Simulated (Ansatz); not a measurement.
**Geometry relaxation of Si$_{16}$O (part 3 of 3)**

Si$_{16}$O (defect cell, 17 atoms in the cell); DFT PBE, scalar-relativistic, plane waves, PAW, PAW set soft_1, spin-polarised (Ansatz 0.2.0); cutoff 420 eV, 2×2×2 k-mesh, Gaussian smearing of 0.05 eV, collinear spins. It belongs to a series of runs on one base structure; here: end point A relaxed.

Geometry of the input (Å; fractional positions):
```
0.0000  5.4300  5.4300
5.4300  0.0000  5.4300
5.4300  5.4300  0.0000
Si 0.0000  0.0000  0.0000
Si 0.1250  0.1250  0.1250
Si -0.0000  0.0000  0.5000
Si 0.1250  0.1250  0.6250
Si -0.0000  0.5000  0.0000
Si 0.1250  0.6250  0.1250
Si -0.0000  0.5000  0.5000
Si 0.1250  0.6250  0.6250
Si 0.5000  -0.0000  0.0000
Si 0.6250  0.1250  0.1250
Si 0.5000  0.0000  0.5000
Si 0.6250  0.1250  0.6250
Si 0.5000  0.5000  0.0000
Si 0.6250  0.6250  0.1250
Si 0.5000  0.5000  0.5000
Si 0.6250  0.6250  0.6250
O  0.7477  0.2610  0.2472
```

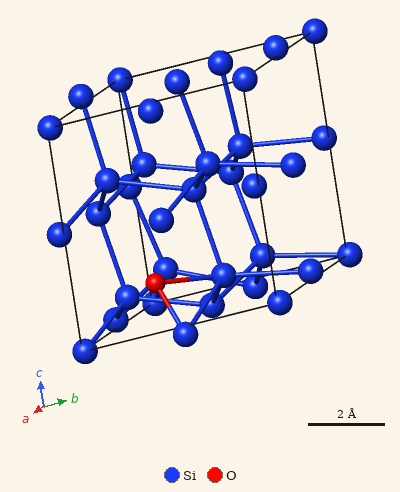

The geometry at step 11 of the log (ball-and-stick view of the cell of the calculation, seen slightly off an axis).

### Trajectory as extended XYZ, continued
```
17
Lattice="0.0000 5.4300 5.4300 5.4300 0.0000 5.4300 5.4300 5.4300 0.0000" Properties=species:S:1:pos:R:3:forces:R:3 step=2 energy=-10735.46205
Si   -0.0092    0.0006   -0.0012   -0.1112   0.0096  -0.0137
Si    1.3742    1.3424    1.3417    0.2126  -0.2059  -0.2196
Si    2.7134    2.7274   -0.0017   -0.0191   0.1261  -0.0194
Si    4.0675    4.0784    1.3527   -0.0078   0.0124  -0.0071
Si    2.7129    0.0007    2.7290   -0.0104  -0.0048   0.1603
Si    4.0697    1.3515    4.0772   -0.0177  -0.0294   0.0320
Si    5.4281    2.7153    2.7128   -0.0189   0.0083  -0.0204
Si    6.7916    4.0755    4.0764    0.0362   0.0267   0.0364
Si   -0.0001    2.7161    2.7150    0.0409  -0.0175   0.0446
Si    1.3739    4.0860    4.0892    0.1671   0.1592   0.1687
Si    2.7139    5.4305    2.7064   -0.0126   0.0089  -0.1089
Si    4.0571    6.7725    4.0895   -0.2108  -0.1998   0.2082
Si    2.7135    2.6991    5.4283   -0.0043  -0.1580  -0.0064
Si    4.0521    4.0915    6.7668   -0.3650   0.3532  -0.3677
Si    5.4443    5.4306    5.4278    0.1602  -0.0056  -0.0117
Si    6.7925    6.7813    6.7848    0.0312  -0.0288  -0.0164
O     2.7642    5.4034    5.4827    0.1296  -0.0546   0.1411
17
Lattice="0.0000 5.4300 5.4300 5.4300 0.0000 5.4300 5.4300 5.4300 0.0000" Properties=species:S:1:pos:R:3:forces:R:3 step=4 energy=-10736.05309
Si   -0.0183   -0.0112   -0.0166   -0.0732   0.0219   0.0507
Si    1.4412    1.2825    1.2613   -0.0201   0.0874   0.0681
Si    2.7102    2.7674   -0.0081   -0.0777   0.0109  -0.0597
Si    4.0576    4.0958    1.3431    0.0756  -0.0451   0.0721
Si    2.6822    0.0120    2.8139   -0.0378  -0.2215   0.1932
Si    4.0790    1.3448    4.0807    0.0287   0.0631  -0.0404
Si    5.4100    2.7088    2.6908   -0.0482  -0.0258  -0.0521
Si    6.7805    4.0430    4.0648    0.0238   0.0451   0.0226
Si    0.0025    2.6945    2.7193    0.0421  -0.1267   0.0467
Si    1.3851    4.1128    4.0997   -0.4194  -0.5571  -0.4134
Si    2.7009    5.4195    2.7003    0.0447   0.0107  -0.0807
Si    3.9812    6.7164    4.1520    0.1568   0.1610  -0.0877
Si    2.6813    2.6455    5.3933    0.1436  -0.0524   0.1347
Si    3.9166    4.2203    6.6298   -0.5296   0.3333  -0.5607
Si    5.5259    5.4418    5.3945    0.1571  -0.2392  -0.0284
Si    6.7991    6.7723    6.7905   -0.0417   0.0693   0.0282
O     2.9249    5.4366    5.6678    0.5752   0.4650   0.7067
17
Lattice="0.0000 5.4300 5.4300 5.4300 0.0000 5.4300 5.4300 5.4300 0.0000" Properties=species:S:1:pos:R:3:forces:R:3 step=5 energy=-10736.30669
Si   -0.0046   -0.0193   -0.0234   -0.0512  -0.0078   0.1021
Si    1.4545    1.2775    1.2580   -0.1000  -0.0796   0.1032
Si    2.7068    2.7621   -0.0130   -0.0172   0.2898  -0.0005
Si    4.0533    4.1000    1.3380    0.0493  -0.0377   0.0467
Si    2.6708   -0.0030    2.8464   -0.0084  -0.1751   0.1401
Si    4.0793    1.3429    4.0821    0.0939   0.0204  -0.0701
Si    5.4013    2.7029    2.6806   -0.0357   0.0024  -0.0419
Si    6.7785    4.0244    4.0642   -0.0461  -0.1548  -0.0386
Si   -0.0050    2.6593    2.7081   -0.1289  -0.0749  -0.1432
Si    1.3372    4.0608    4.0510   -0.2106  -0.3278  -0.2091
Si    2.6950    5.4119    2.7138    0.0845  -0.0093  -0.0456
Si    3.9846    6.7191    4.1566    0.1949   0.0019  -0.1766
Si    2.6750    2.6431    5.3854    0.0693   0.0517   0.0848
Si    3.8576    4.2700    6.5711    0.2428  -0.5016   0.2000
Si    5.5518    5.4263    5.3822    0.0968  -0.1799   0.0080
Si    6.8004    6.7696    6.7879   -0.0627   0.0164   0.0828
O     3.0230    5.5550    5.7883   -0.1707   1.1659  -0.0421
17
Lattice="0.0000 5.4300 5.4300 5.4300 0.0000 5.4300 5.4300 5.4300 0.0000" Properties=species:S:1:pos:R:3:forces:R:3 step=7 energy=-10736.60586
Si    0.0127   -0.0344   -0.0220    0.0274  -0.0276   0.0009
Si    1.4850    1.2548    1.2565    0.0679  -0.1325  -0.0993
Si    2.7015    2.7840   -0.0453   -0.0275   0.1509  -0.0516
Si    4.0438    4.0979    1.3254    0.0269   0.0065   0.0316
Si    2.6376   -0.0582    2.8887   -0.0371  -0.0130   0.1052
Si    4.0580    1.3216    4.0927    0.0125   0.0035  -0.0082
Si    5.3504    2.6446    2.6376   -0.0089  -0.0463  -0.0298
Si    6.7085    3.9506    4.0327   -0.0501  -0.0761   0.0115
Si   -0.0240    2.6622    2.6267   -0.1269   0.0340  -0.0710
Si    1.3014    4.0185    3.9963    0.0338  -0.0333   0.0034
Si    2.7064    5.4143    2.7214   -0.0411  -0.0051   0.0613
Si    4.0328    6.7594    4.1066    0.1490  -0.0056  -0.1274
Si    2.6719    2.6800    5.3925   -0.0644   0.1214  -0.0098
Si    3.8773    4.2560    6.6163    0.1059  -0.1295   0.0054
Si    5.5357    5.3913    5.3549   -0.0306   0.0051  -0.0314
Si    6.7924    6.7461    6.7641    0.0243  -0.0031   0.0042
O     3.1680    5.8139    6.0319   -0.0608   0.1506   0.2050
17
Lattice="0.0000 5.4300 5.4300 5.4300 0.0000 5.4300 5.4300 5.4300 0.0000" Properties=species:S:1:pos:R:3:forces:R:3 step=8 energy=-10736.70532
Si    0.0257   -0.0556   -0.0246    0.0027   0.0197   0.0238
Si    1.5421    1.2131    1.2150   -0.1603   0.1215   0.0805
Si    2.7247    2.7803   -0.1003    0.0379  -0.0291   0.0012
Si    4.0398    4.0855    1.3220   -0.0212  -0.0135  -0.0011
Si    2.6011   -0.0947    2.9598    0.1088   0.1177  -0.0887
Si    4.0355    1.3123    4.1281   -0.0590  -0.0606  -0.0203
Si    5.3139    2.5918    2.6204    0.0339   0.0182   0.0347
Si    6.6259    3.9061    4.0523   -0.0965  -0.0127  -0.1781
Si    0.0183    2.7167    2.5379    0.0326   0.0269  -0.0718
Si    1.3250    4.0295    3.9798   -0.0197  -0.0598  -0.0361
Si    2.7189    5.4349    2.7149   -0.0087   0.0728  -0.0579
Si    4.1092    6.8389    3.9913    0.0681  -0.0684  -0.1115
Si    2.6618    2.7170    5.4096   -0.0175   0.0451   0.0615
Si    3.9078    4.2301    6.6797    0.1603  -0.1846  -0.0242
Si    5.4633    5.4149    5.3259   -0.0021   0.0772  -0.0242
Si    6.7790    6.7311    6.7371    0.0391  -0.0340   0.0122
O     3.1675    5.8507    6.2285   -0.0984  -0.0364   0.4000
17
Lattice="0.0000 5.4300 5.4300 5.4300 0.0000 5.4300 5.4300 5.4300 0.0000" Properties=species:S:1:pos:R:3:forces:R:3 step=9 energy=-10736.79108
Si    0.0306   -0.0668   -0.0193   -0.0257   0.0290  -0.0473
Si    1.5542    1.1991    1.2093   -0.6651   0.6569   0.0149
Si    2.7291    2.7601   -0.1485    0.0959   0.0182  -0.1465
Si    4.0259    4.0648    1.3069   -0.0393  -0.0512  -0.0298
Si    2.6003   -0.1054    2.9879    0.3961   0.1041  -0.2223
Si    4.0237    1.3105    4.1527    0.0370   0.0349   0.0786
Si    5.2907    2.5608    2.6058   -0.0123   0.0403   0.0351
Si    6.5827    3.8883    4.0341   -0.1321  -0.0628  -0.1104
Si    0.0421    2.7591    2.4895    0.4291  -0.1820  -0.0327
Si    1.3412    4.0404    3.9757   -0.0944  -0.0379  -0.0413
Si    2.7221    5.4427    2.6970    0.0787   0.0764  -0.1304
Si    4.1577    6.8745    3.9029   -0.2491  -0.1669   0.2196
Si    2.6545    2.7420    5.4252    0.0574  -0.0464   0.0255
Si    3.9493    4.1974    6.7215    0.1321  -0.0532  -0.2054
Si    5.4229    5.4314    5.2963    0.0517   0.0079  -0.0608
Si    6.7685    6.7201    6.7177   -0.0023  -0.0059   0.0121
O     3.1639    5.8835    6.4226   -0.0575  -0.3615   0.6408
17
Lattice="0.0000 5.4300 5.4300 5.4300 0.0000 5.4300 5.4300 5.4300 0.0000" Properties=species:S:1:pos:R:3:forces:R:3 step=11 energy=-10737.26560
Si    0.0385   -0.0853   -0.0221   -0.0111  -0.0245   0.0239
Si    1.4842    1.2816    1.1925    0.2576   0.6554  -0.8728
Si    2.7060    2.7663   -0.2525   -0.1460  -0.1084   0.0594
Si    3.9986    4.0258    1.2546   -0.0098   0.0007  -0.0676
Si    2.6961   -0.0902    2.9705    0.7236  -0.8980   0.8592
Si    4.0373    1.3341    4.2085   -0.0262   0.0114   0.0821
Si    5.2502    2.5314    2.5739    0.0129   0.0440   0.0011
Si    6.5421    3.9139    3.9308    0.2092   0.4837  -0.1856
Si    0.1141    2.7346    2.4990    0.3605  -0.4173   0.3414
Si    1.3749    4.0643    3.9676    0.0303   0.0580  -0.0358
Si    2.7312    5.4486    2.6299    0.0325  -0.0509  -0.0282
Si    4.1533    6.8656    3.8614   -0.2680  -0.1301   0.2332
Si    2.6500    2.7653    5.4477    0.1068  -0.0392   0.0675
Si    4.0424    4.1121    6.7608    0.2045  -0.0166  -0.1158
Si    5.3873    5.4242    5.2620   -0.1158  -0.2455   0.2911
Si    6.7432    6.7105    6.6833   -0.0553   0.0399  -0.0587
O     3.1099    5.8999    6.8094   -1.3056   0.6372  -0.5941
17
Lattice="0.0000 5.4300 5.4300 5.4300 0.0000 5.4300 5.4300 5.4300 0.0000" Properties=species:S:1:pos:R:3:forces:R:3 step=12 energy=-10737.60218
Si    0.0462   -0.1224   -0.0364   -0.0185   0.0657   0.0302
Si    1.4481    1.3444    1.1009    0.9293   0.0978  -0.6503
Si    2.6414    2.8133   -0.3510   -0.1558  -0.1843   0.1988
Si    3.9734    3.9893    1.2017    0.0038   0.0250  -0.0340
Si    2.8606   -0.0858    2.9649    0.4972  -2.8485   3.9258
Si    4.0833    1.3777    4.2573   -0.0130   0.0119   0.0136
Si    5.2532    2.5733    2.5793    0.0068   0.0359  -0.0044
Si    6.5311    4.0742    3.8294    0.4039   0.4187   0.0914
Si    0.1570    2.6279    2.5748    0.3352  -0.3568   0.2340
Si    1.4143    4.0440    3.9688   -0.0102   0.0213  -0.0442
Si    2.7144    5.4221    2.5724    0.0360  -0.0569   0.0657
Si    4.0921    6.8157    3.8757   -0.1829  -0.0842   0.1613
Si    2.6653    2.7700    5.4896    0.1242  -0.0897   0.0474
Si    4.1399    4.0097    6.8090    0.2821  -0.2266   0.4474
Si    5.3301    5.4207    5.3107   -0.0536  -0.2513   0.1786
Si    6.7138    6.7244    6.6821   -0.0484   0.0556  -0.0068
O     2.9954    5.9041    6.9480   -2.1363   3.3666  -4.6544
17
Lattice="0.0000 5.4300 5.4300 5.4300 0.0000 5.4300 5.4300 5.4300 0.0000" Properties=species:S:1:pos:R:3:forces:R:3 step=14 energy=-10738.69584
Si    0.0392   -0.1374   -0.0604   -0.1366   0.0574  -0.0456
Si    1.3558    1.4386    0.9854   -0.7263   0.1793  -0.1298
Si    2.5524    2.8462   -0.4226    0.0585   0.1178   0.0273
Si    3.9494    3.9573    1.1399    0.0116   0.0725   0.0282
Si    3.0587   -0.1822    2.8657   -0.7816   0.8274  -0.5366
Si    4.1183    1.3853    4.2271   -0.0550  -0.2109  -0.2285
Si    5.2732    2.6493    2.5870    0.0643   0.1059   0.0721
Si    6.5687    4.2472    3.7608    0.1884  -0.1021   0.0581
Si    0.2375    2.4559    2.7339   -0.1817   0.0934   0.1062
Si    1.4725    4.0112    4.0046   -0.0457  -0.0367   0.1192
Si    2.6924    5.3770    2.5293   -0.0005  -0.0116   0.1027
Si    4.0065    6.7276    3.9391   -0.0058   0.0052   0.0741
Si    2.7296    2.7468    5.5531    0.0924  -0.1723  -0.1276
Si    4.2925    3.8629    6.9376   -0.0344  -0.1665  -0.3482
Si    5.2863    5.3775    5.3938    0.1769   0.0566  -0.0732
Si    6.6842    6.7455    6.6995    0.0736  -0.0006   0.0447
O     2.7423    6.1940    6.9036    1.3018  -0.8149   0.8569
17
Lattice="0.0000 5.4300 5.4300 5.4300 0.0000 5.4300 5.4300 5.4300 0.0000" Properties=species:S:1:pos:R:3:forces:R:3 step=15 energy=-10738.86025
Si   -0.0130   -0.0711   -0.0398   -0.0720  -0.0056  -0.0081
Si    1.3012    1.5134    1.0097    0.0630   0.0192   0.0320
Si    2.6081    2.9064   -0.3223   -0.0052   0.0168  -0.0077
Si    3.9663    4.0348    1.2400    0.0040   0.0273   0.0218
Si    2.9664   -0.2015    2.7052    0.1065  -0.0981  -0.0684
Si    4.0891    1.2915    4.0706   -0.0597   0.0487  -0.0318
Si    5.3205    2.6585    2.5868    0.0024  -0.0576  -0.0384
Si    6.6261    4.1992    3.7874   -0.0278   0.1203  -0.0295
Si    0.1753    2.5214    2.7724    0.1039  -0.0586  -0.0309
Si    1.4224    4.0152    4.0941    0.0504   0.0077  -0.0302
Si    2.6942    5.3919    2.6748   -0.0353   0.0060  -0.0183
Si    4.0307    6.7605    4.0384    0.0034  -0.0484   0.0433
Si    2.7565    2.6323    5.4542   -0.0120   0.0192   0.0193
Si    4.2653    3.8177    6.8147    0.0582  -0.0043   0.0038
Si    5.3764    5.3754    5.3959   -0.0747   0.0045  -0.0080
Si    6.7496    6.7256    6.7416    0.0088  -0.0223   0.0066
O     2.7244    6.1314    6.7534   -0.1138   0.0249   0.1447
17
Lattice="0.0000 5.4300 5.4300 5.4300 0.0000 5.4300 5.4300 5.4300 0.0000" Properties=species:S:1:pos:R:3:forces:R:3 step=17 energy=-10738.87035
Si   -0.0352   -0.0443   -0.0517   -0.0040  -0.0069  -0.0032
Si    1.3093    1.5093    1.0151   -0.0560   0.0401  -0.0096
Si    2.6048    2.9143   -0.3153   -0.0087   0.0039  -0.0030
Si    3.9649    4.0502    1.2393    0.0071   0.0064  -0.0029
Si    2.9836   -0.2297    2.6961    0.0113  -0.0411   0.0519
Si    4.0638    1.3073    4.0495   -0.0019   0.0053   0.0030
Si    5.3184    2.6621    2.5756   -0.0006   0.0012   0.0035
Si    6.6242    4.2067    3.7816   -0.0011  -0.0012  -0.0004
Si    0.2082    2.5029    2.7948    0.0014   0.0008   0.0018
Si    1.4246    4.0344    4.1057   -0.0047  -0.0013   0.0005
Si    2.6894    5.4018    2.6749    0.0081  -0.0019   0.0068
Si    4.0279    6.7621    4.0476   -0.0024   0.0053  -0.0010
Si    2.7563    2.6445    5.4618    0.0000  -0.0017  -0.0092
Si    4.2997    3.7935    6.8200    0.0096  -0.0029   0.0091
Si    5.3702    5.3727    5.3958    0.0041  -0.0066   0.0004
Si    6.7471    6.7265    6.7364   -0.0060   0.0030  -0.0063
O     2.7021    6.0884    6.7502    0.0438  -0.0024  -0.0414
17
Lattice="0.0000 5.4300 5.4300 5.4300 0.0000 5.4300 5.4300 5.4300 0.0000" Properties=species:S:1:pos:R:3:forces:R:3 step=18 energy=-10738.87067
Si   -0.0391   -0.0395   -0.0551   -0.0039   0.0007  -0.0031
Si    1.3072    1.5101    1.0163    0.0097  -0.0027  -0.0006
Si    2.6041    2.9161   -0.3119    0.0004  -0.0030   0.0029
Si    3.9656    4.0548    1.2393   -0.0003   0.0003   0.0013
Si    2.9828   -0.2338    2.6939    0.0009   0.0023  -0.0081
Si    4.0590    1.3095    4.0438    0.0010  -0.0006   0.0030
Si    5.3179    2.6633    2.5735   -0.0005  -0.0017  -0.0027
Si    6.6239    4.2050    3.7820    0.0024  -0.0004  -0.0001
Si    0.2126    2.5012    2.8010   -0.0003   0.0005  -0.0026
Si    1.4251    4.0382    4.1083    0.0019   0.0013   0.0002
Si    2.6910    5.4048    2.6774    0.0002   0.0012  -0.0003
Si    4.0287    6.7636    4.0522   -0.0012  -0.0027   0.0039
Si    2.7575    2.6462    5.4616    0.0004   0.0003   0.0016
Si    4.3048    3.7894    6.8225   -0.0008   0.0015  -0.0008
Si    5.3721    5.3706    5.3972   -0.0033   0.0034   0.0018
Si    6.7480    6.7275    6.7358    0.0006  -0.0007   0.0004
O     2.6984    6.0756    6.7397   -0.0071   0.0001   0.0035
```

### Summary

```tsv
quantity	value
outcome	converged
electrons treated	70
free energy	−10738.8707 eV
Fermi energy	6.594 eV
net moment of the cell	0.00 μB
integrated absolute moment	0.00 μB
final volume	320.21 Å³
largest force (length of the vector) at the end	0.010 eV/Å
hardware	2 threads of AMD EPYC (Zen 3), 144 GiB of memory available, shared host
wall time	2.9 min (CPU time 5.7 min)
peak memory	0.74 GiB
```

Warnings of the run: some starting moments were not kept. The k-point mesh is coarse for a cell of this size, so the results may not be converged.
